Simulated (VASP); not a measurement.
Band structure of SrTe (rock salt). Calculation: TPSS meta-GGA, VASP's PBE PAW potentials (set 64) (plane waves; VASP).

Unless said otherwise, spin-orbit coupling is left out, though it shifts the bands of the heavy elements here.

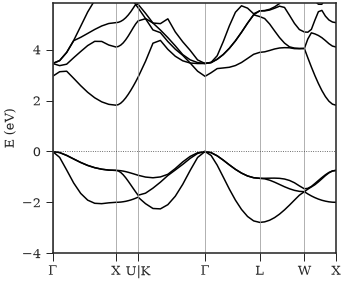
*Bands along high-symmetry lines, zero at the valence-band maximum or, without a gap, the Fermi level*

**Question.** Read the plot: is there a gap, and where are the band edges?

**Answer.** The gap is indirect, 1.82 eV, from the valence maximum at Γ to the conduction minimum at X.

The compound is SrTe in the rock salt structure. It was relaxed first.
